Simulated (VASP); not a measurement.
Band structure of PtAl2 (fluorite). Computed with optB88-vdW, VASP's PBE PAW potentials (set 64) (plane waves; VASP).

Unless said otherwise, spin-orbit coupling is left out, though it shifts the bands of the heavy elements here.

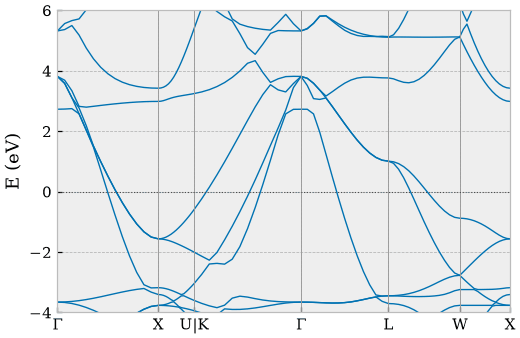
Figure: Bands along high-symmetry lines, zero at the valence-band maximum or, without a gap, the Fermi level

**Question.** Read the plot: is there a gap, and where are the band edges?

**Answer.** It has no gap at this level: it comes out as a metal or semimetal. (Edges off the drawn lines would not show.)

The compound is PtAl2 in the fluorite structure. It was relaxed first.
